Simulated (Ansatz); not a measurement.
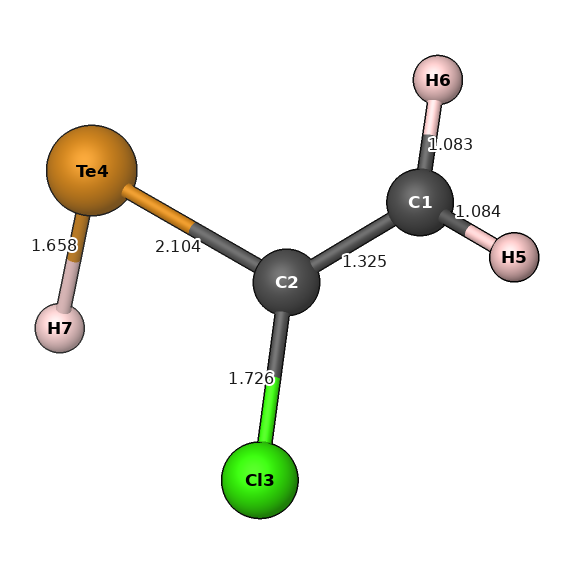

Bond lengths are marked in Å; every bond is drawn as one stick. The geometry was computed by an optimisation with PBE0-D4/def2-TZVP.

**Which of the marked bonds are single, double, triple or aromatic?**

C1–C2 double; C1–H5 single; C1–H6 single; C2–Cl3 single; C2–Te4 single; Te4–H7 single.

**Write the SMILES.**

C=C(Cl)[TeH]
